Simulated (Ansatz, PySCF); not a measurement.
N2 (SMILES N#N) and PH3 (SMILES P) are pulled apart as rigid monomers along the line of their centres of mass, from the B3LYP-D3(BJ)/def2-TZVP minimum. Starting geometry (charge 0, multiplicity 1):
```xyz
6

N     -0.474     0.529    -0.259
N      0.544     0.139    -0.295
P      0.183    -0.219     3.730
H     -0.803    -0.836     2.917
H     -0.023     1.060     3.152
H      1.238    -0.543     2.839
```

Interaction energies with rigid monomers; basis-set methods are counterpoise corrected unless marked otherwise.

Frozen-core correlation. Rows in 6-31G* carry no dispersion term and start afresh at each structure (6-31G* with six Cartesian d functions). MP2/6-31G* freezes PySCF's default core.

Codes used: Ansatz (Gaussian orbitals); PySCF for 6-31G* rows. Values without a source in brackets are computed.

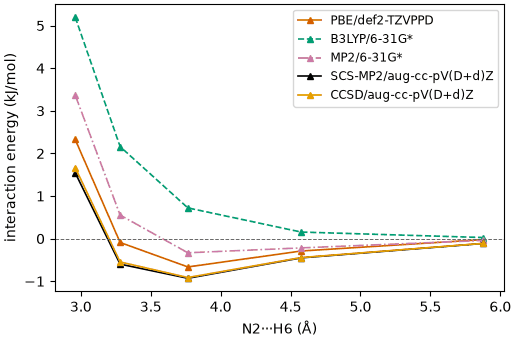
Fig. 1. Interaction energy against separation

Question: Which level binds most strongly at N2···H6 = 3.28, and by how much?

Answer: SCS-MP2/aug-cc-pV(D+d)Z, -1 kJ/mol.

Ansatz is a first-principles code.
